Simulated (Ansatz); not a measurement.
A series of calculations on AlSiH4Cl3

## 1. Relaxation

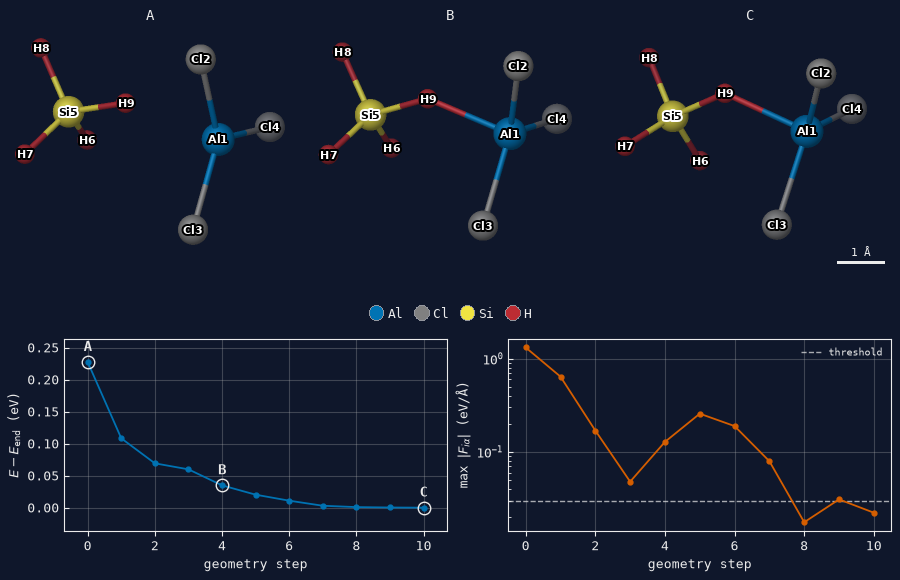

Frames of a relaxation of AlSiH4Cl3, marked on the history of the run. The picture is a ball-and-stick view, seen from a free direction.

The run prepares an end point of a later path (reaction) calculation, from a guessed geometry.

Theory: Ansatz, RKS PBE/def2-SVP.

Input
```yaml
crystal:
  periodic: [false, false, false]
  atoms:
    - { symbol: Al, position_ang: [-0.040946, 0.391869, 0.083964] }
    - { symbol: Cl, position_ang: [0.039601, 0.936769, 2.201768] }
    - { symbol: Cl, position_ang: [1.735174, 0.209221, -1.017046] }
    - { symbol: Cl, position_ang: [-1.895068, 0.288311, -0.889703] }
    - { symbol: Si, position_ang: [0.147747, -2.94467, 1.161539] }
    - { symbol: H, position_ang: [-0.58258, -3.411807, -0.061988] }
    - { symbol: H, position_ang: [1.595133, -3.326598, 1.096075] }
    - { symbol: H, position_ang: [-0.502083, -3.464477, 2.408407] }
    - { symbol: H, position_ang: [0.066422, -1.459618, 1.232983] }
basis:
  gaussian: { orbitals: def2-SVP }
hamiltonian:
  xc: pbe
relax:
  f_tol: 0.03
  max_steps: 50
```

Command:
```bash
ansatz run input.yaml --threads 4 --pin off --max-ram 5120MiB --backend cpu --events-out ev --progress --plain --runs-dir out
```

### What happens along the run?

Cl2 moves most after the best rigid fit: 0.63 Å. Largest moves by element: Cl 0.63 Å, H 0.61 Å, Al 0.30 Å, Si 0.13 Å. Among the contacts that change: Al1–Si5 3.511 → 3.160 Å, Al1–H9 2.182 → 1.963 Å, Al1–Cl2 2.188 → 2.108 Å, Si5–H9 1.489 → 1.538 Å. Among the angles between lasting bonds that change: H8–Si5–H9 106.4° → 103.8°, H7–Si5–H9 108.0° → 105.6°, H6–Si5–H7 110.8° → 113.0°. After 10 geometry steps the energy has fallen by 0.227 eV. The largest force component goes from 1.3 to 0.022 eV/Å. From step 0 to 4: Cl2 moves most (0.47 Å), energy −0.193 eV. From step 4 to 10: H6 moves most (0.44 Å), energy −0.035 eV.

```
step  E − E(0), eV  largest force component, eV/Å
   0        0.0000                         1.3203
   1       -0.1191                         0.6422
   2       -0.1582                         0.1696
   3       -0.1676                         0.0480
   4       -0.1926                         0.1282
   5       -0.2072                         0.2574
   6       -0.2165                         0.1894
   7       -0.2244                         0.0795
   8       -0.2265                         0.0176
   9       -0.2272                         0.0310
  10       -0.2274                         0.0223
```

## 2. Relaxation

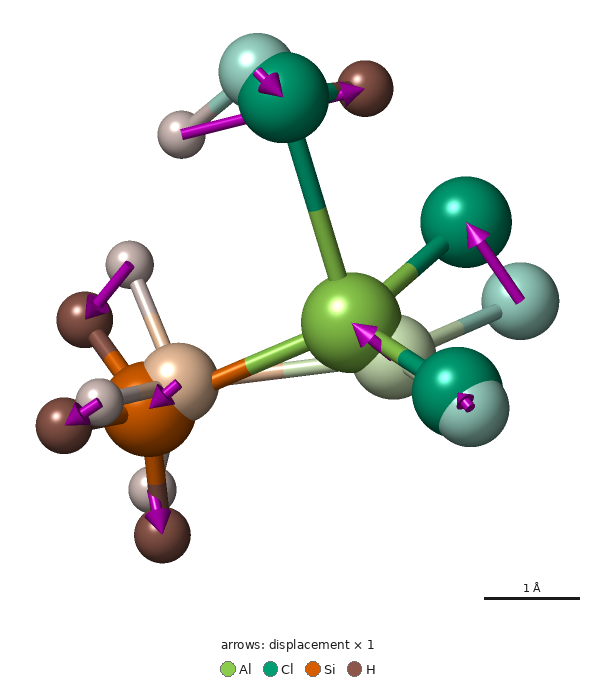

A relaxation of AlSiH$_{4}$Cl$_{3}$. The starting structure is drawn faded, the final one solid; purple arrows show the displacements, at their true length. The two geometries are superimposed by the best rigid fit.

Style: ball-and-stick. Shown at a tilt.

The run prepares an end point of a later path (reaction) calculation, from a guessed geometry.

All numbers below come from RKS PBE/def2-SVP in Ansatz 0.2.0.

Input
```yaml
crystal:
  periodic: [false, false, false]
  atoms:
    - { symbol: Al, position_ang: [0.034821, -0.555088, -0.4751] }
    - { symbol: Cl, position_ang: [0.314945, 0.167424, 2.858827] }
    - { symbol: Cl, position_ang: [1.763359, 0.366495, -1.270013] }
    - { symbol: Cl, position_ang: [-1.834704, 0.347005, -0.885705] }
    - { symbol: Si, position_ang: [0.115306, -2.646716, 0.59551] }
    - { symbol: H, position_ang: [-0.475437, -3.768117, -0.217925] }
    - { symbol: H, position_ang: [1.512096, -3.029393, 1.004947] }
    - { symbol: H, position_ang: [-0.707913, -2.579455, 1.871079] }
    - { symbol: H, position_ang: [-0.159073, -1.083156, 2.73438] }
basis:
  gaussian: { orbitals: def2-SVP }
hamiltonian:
  xc: pbe
relax:
  f_tol: 0.03
  max_steps: 50
```

Run as
```bash
ansatz run input.yaml --threads 4 --pin off --max-ram 5120MiB --backend cpu --events-out ev --progress --plain --runs-dir out
```

> Which element moves most?

Hydrogen: up to 2.01 Å, against 1.03 Å for chlorine.

> Describe the change and its energy.

H9 moves most after the best rigid fit: 2.01 Å. Largest moves by element: H 2.01 Å, Cl 1.03 Å, Al 0.59 Å, Si 0.42 Å. Near-neighbour distances that change, for instance: Al1–Cl2 3.423 → 2.611 Å, Al1–Si5 2.351 → 2.436 Å, Al1–Cl4 2.116 → 2.194 Å, Si5–H8 1.520 → 1.508 Å. New bonds form, among them: Al1–Cl2 (3.42 → 2.61 Å). Among the angles between lasting bonds that change: Cl3–Al1–Cl4 117.6° → 113.5°, H6–Si5–H8 105.9° → 108.1°, Al1–Si5–H7 112.4° → 110.3°. Groups turn about Al1–Si5 by about 25°. The energy falls by 0.300 eV in 29 accepted moves (35 points after the start). The largest force component goes from 0.85 to 0.03 eV/Å. The line search rejected the trial steps at points 7, 10, 13, 17, 24, 29 of the run. The forces were under the threshold at step 9, but the run went on from there.

## 3. Path

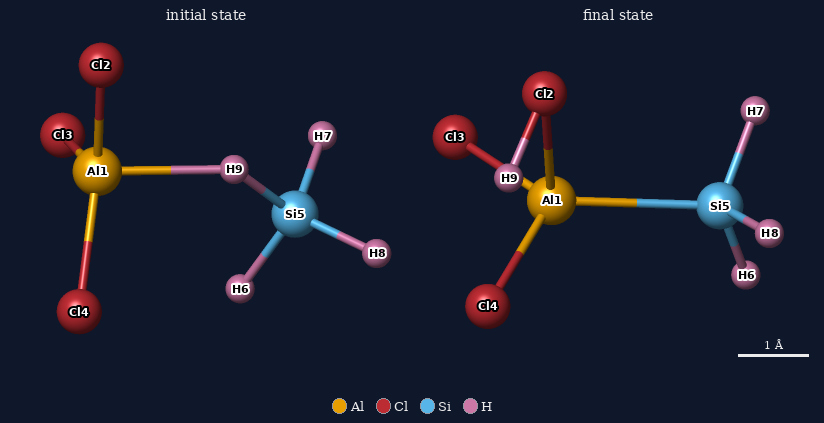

The two relaxed end points of a path for AlSiH4Cl3. A ball-and-stick model, seen at a tilt.

Level of theory: RKS PBE/def2-SVP in Ansatz 0.2.0.

Settings: 5 movable images; climbing image; force threshold 0.05 eV/Å; iteration limit 60.

Start:
```xyz
9

Al   -0.0644    0.1862    0.2962
Cl    0.2341    1.4774    1.9352
Cl    1.5739   -0.2686   -0.9663
Cl   -2.0157   -0.0683   -0.4696
Si    0.1761   -2.8718    1.0542
H    -0.2265   -3.0343   -0.3750
H     1.6117   -3.2143    1.3007
H    -0.7535   -3.5922    1.9842
H     0.0275   -1.3952    1.4563
```

End:
```xyz
9

Al    0.1234   -0.7514   -0.0038
Cl    0.3104    0.5309    2.2625
Cl    1.5760    0.1856   -1.2374
Cl   -1.8600    0.1769   -0.1311
Si    0.2931   -3.0539    0.7723
H     0.0194   -4.0446   -0.3302
H     1.6737   -3.3213    1.3143
H    -0.7010   -3.2968    1.8794
H    -0.8716    0.7937    1.6900
```

> What barrier does the band find between them, and by what path?

The highest point, image 3, lies 33.8 kcal/mol above the start and 6.9 kcal/mol above the end; the end is at +26.9 kcal/mol relative to the start. Breaking: Si5–H9 (1.54 → 1.99 at the top → 4.12 Å). Forming: Al1–Si5 (3.16 → 2.50 at the top → 2.44 Å), Cl2–H9 (2.92 → 1.77 at the top → 1.34 Å). The band is converged. At the top, the vibrational analysis gives one imaginary mode (298i cm⁻¹), as a transition state must have.

Energies of the converged images:

| image | path (Å) | E (kcal/mol) |
| --- | --- | --- |
| 0 | 0.00 | 0.0 |
| 1 | 1.15 | 1.1 |
| 2 | 2.30 | 21.8 |
| 3 | 3.46 | 33.8 |
| 4 | 4.73 | 29.4 |
| 5 | 5.99 | 29.0 |
| 6 | 7.26 | 26.9 |

The geometry at the top of the path:

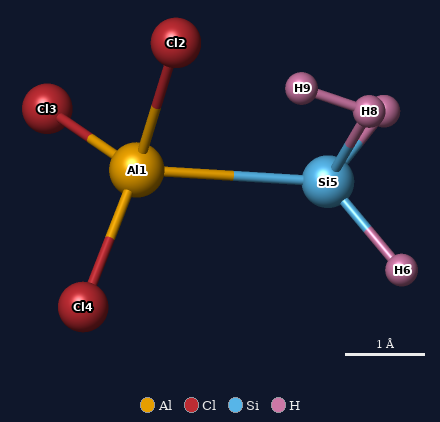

The run took 78 s on 4 threads of Arm Neoverse V2, with other jobs on the host, peak memory 0.17 GiB.
